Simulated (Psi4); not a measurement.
# quartet CH4FSi at 3 levels

We compute a comparison of 3 runs (UHF/3-21G, UB3LYP/6-31G*) of quartet CH4FSi. 

Program for the calculation: Psi4 1.11.

2 further runs of the same task are left out: 2 set aside as unsound or not needed. Runs told in other sessions of the task aren't counted.

### 1 Starting point

CH4FSi has 7 atoms, charge 0, and is taken as a quartet. As SMILES of the parent species, `C[SiH]F`. Geometry: relaxed at PBE0-D4/def2-TZVP. That shape belongs to the parent species and isn't relaxed for this state.

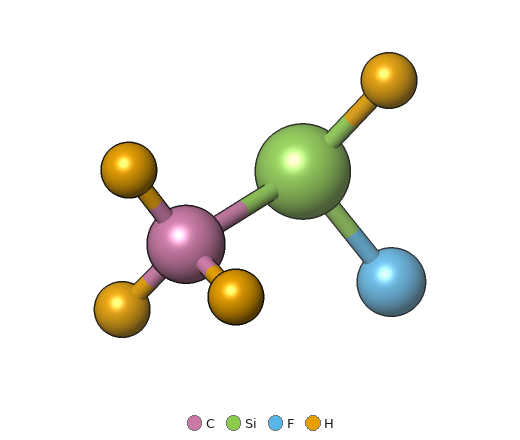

Viewed from a chosen angle; carbon pink, silicon green, fluorine blue, hydrogen amber.

### 2 Energy and gradient at UHF/3-21G (run 1)

File job.json:

```json
{
  "schema_name": "qcschema_input",
  "schema_version": 1,
  "molecule": {
    "schema_name": "qcschema_molecule",
    "schema_version": 2,
    "symbols": ["C", "Si", "F", "H", "H", "H", "H"],
    "geometry": [-1.23493602, 0.73604833, -0.56313839, 1.73363475, -1.12268629, -0.19672049, 1.21074753, -3.42569552, 1.71889488, -2.73046528, -0.39268509, -1.42504247, -0.88854922, 2.38275567, -1.76065783, -1.89104893, 1.3951848, 1.28425787, 3.80080615, 0.4270781, 0.94240642],
    "molecular_charge": 0,
    "molecular_multiplicity": 4,
    "fix_symmetry": "c1"
  },
  "driver": "gradient",
  "model": {
    "method": "scf",
    "basis": "3-21G"
  },
  "keywords": {
    "reference": "uhf",
    "puream": true,
    "e_convergence": 1e-09,
    "d_convergence": 1e-08,
    "scf_type": "pk",
    "maxiter": 100,
    "scf_properties": ["LOWDIN_CHARGES", "MULLIKEN_CHARGES", "QUADRUPOLE"]
  }
}
```

On the command line:

```sh
$ psi4 --qcschema job.json -n 1 --memory 2200MB
```

stdout:

```text
[...]
  Running in c1 symmetry.
[...]
  Nuclear repulsion =  106.882452003914793
[...]
  Multiplicity = 4
[...]
  Nalpha       = 18
  Nbeta        = 15
[...]
    Number of basis functions: 39
[...]
   @UHF iter   1:  -425.88693240183039   -4.52417e-01   9.16345e-03 ADIIS/DIIS
[...]
   @UHF iter  22:  -425.96839783872923   -3.80851e-12   9.26692e-09 DIIS
[...]
   @S^2 Observed:                3.770985592E+00
[...]
  @UHF Final Energy:  -425.96839783872923
   => Energetics <=
    Nuclear Repulsion Energy =            106.8824520039147927
    One-Electron Energy =                -802.8395029565102732
    Two-Electron Energy =                 269.9886531138662917
    Total Energy =                       -425.9683978387292314
  UHF NO Occupations:
  HONO-2 :   16  A 1.0000000
  HONO-1 :   17  A 1.0000000
  HONO-0 :   18  A 1.0000000
  LUNO+0 :   19  A 0.0090713
  LUNO+1 :   20  A 0.0005367
[...]
  -Total Gradient:
     Atom            X                  Y                   Z
    ------   -----------------  -----------------  -----------------
       1        0.099801708713    -0.067956172898    -0.014212008963
       2       -0.091750273066     0.039151312287     0.101571185600
       3        0.029683355843     0.010877496239    -0.045096466740
       4       -0.008137794179     0.014999792820     0.001899217254
       5       -0.004903795299     0.014594291510    -0.009564180351
       6       -0.004749839676     0.002732336729     0.000464813401
       7       -0.019943362334    -0.014399056688    -0.035062560201
[...]
```

The result, in JSON:

```text
{
 "driver": "gradient",
 "model": {
  "method": "scf",
  "basis": "3-21G"
 },
 "success": true,
 "return_result": [0.09980170871272576, -0.06795617289753997, -0.014212008962934779, -0.0917502730662485, 0.039151312286545684, 0.10157118560024075, 0.029683355843167437, 0.010877496239173168, -0.04509646674023286, -0.0081377941785786, 0.014999792819998303, 0.001899217254149585, -0.004903795298566535, 0.01459429151022612, -0.009564180351413848, -0.004749839676226275, 0.0027323367287328815, 0.00046481340113996295, -0.019943362333715978, -0.014399056687839515, -0.035062560201238234],
 "properties": {
  "calcinfo_nbasis": 39,
  "calcinfo_nmo": 39,
  "calcinfo_nalpha": 18,
  "calcinfo_nbeta": 15,
  "calcinfo_natom": 7,
  "nuclear_repulsion_energy": 106.88245200391479,
  "return_energy": -425.96839783872923,
  "return_gradient": [0.09980170871272576, -0.06795617289753997, -0.014212008962934779, -0.0917502730662485, 0.039151312286545684, 0.10157118560024075, 0.029683355843167437, 0.010877496239173168, -0.04509646674023286, -0.0081377941785786, 0.014999792819998303, 0.001899217254149585, -0.004903795298566535, 0.01459429151022612, -0.009564180351413848, -0.004749839676226275, 0.0027323367287328815, 0.00046481340113996295, -0.019943362333715978, -0.014399056687839515, -0.035062560201238234],
  "scf_one_electron_energy": -802.8395029565103,
  "scf_two_electron_energy": 269.9886531138663,
  "scf_dipole_moment": [-0.8925093069541918, 1.4309842408528644, -0.16417360062478803],
  "scf_total_energy": -425.96839783872923,
  "scf_total_gradient": [0.09980170871272576, -0.06795617289753997, -0.014212008962934779, -0.0917502730662485, 0.039151312286545684, 0.10157118560024075, 0.029683355843167437, 0.010877496239173168, -0.04509646674023286, -0.0081377941785786, 0.014999792819998303, 0.001899217254149585, -0.004903795298566535, 0.01459429151022612, -0.009564180351413848, -0.004749839676226275, 0.0027323367287328815, 0.00046481340113996295, -0.019943362333715978, -0.014399056687839515, -0.035062560201238234],
  "scf_iterations": 22
 }
}
```

Run time: 2.7 s. Hardware: 1 thread of Intel Xeon Platinum 8488C (Sapphire Rapids), shared host; peak memory 0.18 GiB.

### 3 Energy and forces at UB3LYP/6-31G(d) (spherical functions) (run 2)

File job.py:

```python
import psi4

psi4.set_memory(2200000000)
psi4.set_num_threads(1)
psi4.set_output_file('ch4fsi.out', False)

m = psi4.geometry("""
0 4
C     -0.653500     0.389500    -0.298000
Si     0.917400    -0.594100    -0.104100
F      0.640700    -1.812800     0.909600
H     -1.444900    -0.207800    -0.754100
H     -0.470200     1.260900    -0.931700
H     -1.000700     0.738300     0.679600
H      2.011300     0.226000     0.498700
symmetry c1
""")

options = {'basis': '6-31G*', 'reference': 'uks', 'puream': True, 'e_convergence': 1e-09, 'd_convergence': 1e-08, 'scf_type': 'pk', 'dft_radial_points': 99, 'dft_spherical_points': 590, 'maxiter': 100}
psi4.set_options(options)

e_tot, wfn = psi4.gradient('B3LYP', return_wfn=True)
psi4.oeprop(wfn, 'DIPOLE', 'MAYER_INDICES', 'MULLIKEN_CHARGES')
print('gradient / Eh bohr^-1')
print(e_tot.np.round(6))
print(f'energy = {wfn.energy():.10f} Eh')
```

On the command line:

```sh
$ python job.py
```

ch4fsi.out:

```text
[...]
  Running in c1 symmetry.
[...]
  Nuclear repulsion =  106.882451970993884
[...]
  Multiplicity = 4
[...]
  Nalpha       = 18
  Nbeta        = 15
[...]
    Number of basis functions: 54
[...]
   @UKS iter   1:  -429.36173143847685   -6.89776e-02   1.15407e-02 DIIS/ADIIS
[...]
   @UKS iter  16:  -429.56146901919624   -1.64846e-12   4.78069e-09 DIIS
[...]
   @S^2 Observed:                3.754180472E+00
[...]
  @UKS Final Energy:  -429.56146901919624
   => Energetics <=
    Nuclear Repulsion Energy =            106.8824519709938841
    One-Electron Energy =                -805.8190666709748484
    Two-Electron Energy =                 300.2733702018834947
    DFT Exchange-Correlation Energy =     -30.8982245210987969
    Empirical Dispersion Energy =           0.0000000000000000
    VV10 Nonlocal Energy =                  0.0000000000000000
    Total Energy =                       -429.5614690191962382
  UHF NO Occupations:
  HONO-2 :   16  A 1.0000000
  HONO-1 :   17  A 1.0000000
[...]
  -Total Gradient:
     Atom            X                  Y                   Z
    ------   -----------------  -----------------  -----------------
       1        0.053465565307    -0.049073407070    -0.010595017194
       2       -0.058457700501     0.023424001196     0.076222758010
       3        0.019312823741     0.022214801926    -0.039558533146
       4       -0.003222527312     0.015494981169     0.003061012468
       5       -0.003872775023     0.002846675021    -0.001469309472
       6       -0.000392571429    -0.000158105203    -0.005937370301
       7       -0.006802395196    -0.014752027188    -0.021686189235
[...]
```

The script printed:

```text
gradient / Eh bohr^-1
[[ 0.053466 -0.049073 -0.010595]
 [-0.058458  0.023424  0.076223]
 [ 0.019313  0.022215 -0.039559]
 [-0.003223  0.015495  0.003061]
 [-0.003873  0.002847 -0.001469]
 [-0.000393 -0.000158 -0.005937]
 [-0.006802 -0.014752 -0.021686]]
energy = -429.5614690192 Eh
```

Run time: 21 s. Hardware: 1 thread of Intel Xeon Platinum 8488C (Sapphire Rapids), shared host; peak memory 0.78 GiB.

### 4 Energy and forces at UB3LYP/6-31G(d) (Cartesian functions) (run 3)

File calc.py:

```python
import psi4

psi4.set_memory(2200000000)
psi4.set_num_threads(1)
psi4.core.set_output_file('ch4fsi.out', False)

mol = psi4.geometry("""
0 4
C     -0.653500     0.389500    -0.298000
Si     0.917400    -0.594100    -0.104100
F      0.640700    -1.812800     0.909600
H     -1.444900    -0.207800    -0.754100
H     -0.470200     1.260900    -0.931700
H     -1.000700     0.738300     0.679600
H      2.011300     0.226000     0.498700
symmetry c1
no_reorient
no_com
""")

options = {'basis': '6-31G*', 'reference': 'uks', 'puream': False, 'e_convergence': 1e-09, 'd_convergence': 1e-08, 'scf_type': 'pk', 'dft_radial_points': 99, 'dft_spherical_points': 590, 'maxiter': 100}
psi4.set_options(options)

energy_value, wavefunction = psi4.gradient('b3lyp', molecule=mol, return_wfn=True)
psi4.oeprop(wavefunction, 'QUADRUPOLE', 'MAYER_INDICES', 'MULLIKEN_CHARGES', title='B3LYP')
print('gradient / Eh bohr^-1')
print(energy_value.np.round(6))
print(f'energy = {wavefunction.energy():.10f} Eh')
for k, v in sorted(psi4.core.scalar_variables().items()):
    print(f'{k:45s} {v:18.10f}')
```

On the command line:

```sh
$ python calc.py
```

ch4fsi.out:

```text
[...]
  Running in c1 symmetry.
[...]
  Nuclear repulsion =  106.882451970993884
[...]
  Multiplicity = 4
[...]
  Nalpha       = 18
  Nbeta        = 15
[...]
    Number of basis functions: 57
[...]
   @UKS iter   1:  -429.36809190465294   -7.46090e-02   1.10211e-02 ADIIS/DIIS
[...]
   @UKS iter  15:  -429.56678693869998   -1.68825e-11   7.95045e-09 DIIS
[...]
   @S^2 Observed:                3.754190080E+00
[...]
  @UKS Final Energy:  -429.56678693869998
   => Energetics <=
    Nuclear Repulsion Energy =            106.8824519709938841
    One-Electron Energy =                -805.7562972583585861
    Two-Electron Energy =                 300.1835471425286528
    DFT Exchange-Correlation Energy =     -30.8764887938639099
    Empirical Dispersion Energy =           0.0000000000000000
    VV10 Nonlocal Energy =                  0.0000000000000000
    Total Energy =                       -429.5667869386999769
  UHF NO Occupations:
  HONO-2 :   16  A 1.0000000
  HONO-1 :   17  A 1.0000000
[...]
  -Total Gradient:
     Atom            X                  Y                   Z
    ------   -----------------  -----------------  -----------------
       1        0.053309704486    -0.049962199930    -0.010198721235
       2       -0.056771033377     0.025145428567     0.074076519453
       3        0.018358456238     0.022127556555    -0.038427692701
       4       -0.003767685899     0.015349926729     0.002688459155
       5       -0.003989026150     0.002737660482    -0.001329579690
       6       -0.000432358701     0.000088894100    -0.005563801894
       7       -0.006677649005    -0.015490318855    -0.021207937410
[...]
```

Standard output:

```text
gradient / Eh bohr^-1
[[ 5.3310e-02 -4.9962e-02 -1.0199e-02]
 [-5.6771e-02  2.5145e-02  7.4077e-02]
 [ 1.8358e-02  2.2128e-02 -3.8428e-02]
 [-3.7680e-03  1.5350e-02  2.6880e-03]
 [-3.9890e-03  2.7380e-03 -1.3300e-03]
 [-4.3200e-04  8.9000e-05 -5.5640e-03]
 [-6.6780e-03 -1.5490e-02 -2.1208e-02]]
energy = -429.5667869387 Eh
CURRENT ENERGY                                   -429.5667869387
CURRENT REFERENCE ENERGY                         -429.5667869387
DD SOLVATION ENERGY                                 0.0000000000
DFT FUNCTIONAL TOTAL ENERGY                      -429.5667869387
DFT TOTAL ENERGY                                 -429.5667869387
DFT VV10 ENERGY                                     0.0000000000
DFT XC ENERGY                                     -30.8764887939
GRID ELECTRONS ALPHA                               17.9999986627
GRID ELECTRONS BETA                                14.9999993881
GRID ELECTRONS TOTAL                               32.9999980509
NUCLEAR REPULSION ENERGY                          106.8824519710
ONE-ELECTRON ENERGY                              -805.7562972584
PCM POLARIZATION ENERGY                             0.0000000000
PE ENERGY                                           0.0000000000
SCF ITERATION ENERGY                             -429.5667869387
SCF ITERATIONS                                     15.0000000000
SCF TOTAL ENERGY                                 -429.5667869387
TWO-ELECTRON ENERGY                               300.1835471425
XC GRID RADIAL POINTS                              99.0000000000
XC GRID SPHERICAL POINTS                          590.0000000000
XC GRID TOTAL POINTS                           390462.0000000000
```

Wall time 21 s (1 thread of Intel Xeon Platinum 8488C (Sapphire Rapids), shared host); peak memory 0.81 GiB.

### 5 Overview of the runs

| run | level | integration grid | Cartesian functions | energy (Eh) | dipole moment (D) | HOMO energy (eV) | ⟨S²⟩ | wall time |
| --- | --- | --- | --- | --- | --- | --- | --- | --- |
| 1 | UHF/3-21G | – | no | -425.968398 | 4.31 | -2.57 | 3.771 | 2.7 s |
| 2 | UB3LYP/6-31G* (spherical functions) | 99 radial × 590 angular | no | -429.561469 | 3.65 | -1.16 | 3.754 | 21 s |
| 3 | UB3LYP/6-31G* (Cartesian functions) | 99 radial × 590 angular | yes | -429.566787 | 3.69 | -1.22 | 3.754 | 21 s |

### 6 Summary of results

| quantity | value |
| --- | --- |
| run 3: total energy | -429.56679 Eh |
| run 3: dipole moment | 3.69 D |
| run 3: HOMO energy (highest over α and β) | -1.22 eV |
| run 3: ⟨S²⟩ | 3.754 |
| run 3: largest force on an atom | 4.970 eV/Å |

What this shows: The dipole moment (its size) runs from 3.65 D (UB3LYP/6-31G*) to 4.31 D (UHF/3-21G). The two ends differ in method and basis. All runs together took 44 s, the longest 21 s.
